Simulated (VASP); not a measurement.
Energy against volume of Li₂S (antifluorite). Calculation: PW91 GGA, VASP's PBE PAW potentials (set 64) (plane waves; VASP).

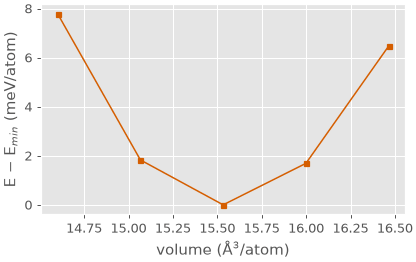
*Energy against volume*

Question: Estimate the equilibrium volume and the bulk modulus.

Answer: The minimum lies near 15.5 Å³/atom, and the curvature gives B0 of about 41 GPa.

Measured: a 5.716 Å at 293 K (computed value off by -0.1 %), as given by F. Kubel et al., Zeitschrift für Kristallographie - New Crystal Structures (1999), doi:10.1515/ncrs-1999-0303. The calculation is for a static lattice, while the measured a holds thermal and zero-point effects, which are part of the difference.

The compound is Li2S in the antifluorite structure. It was relaxed first.
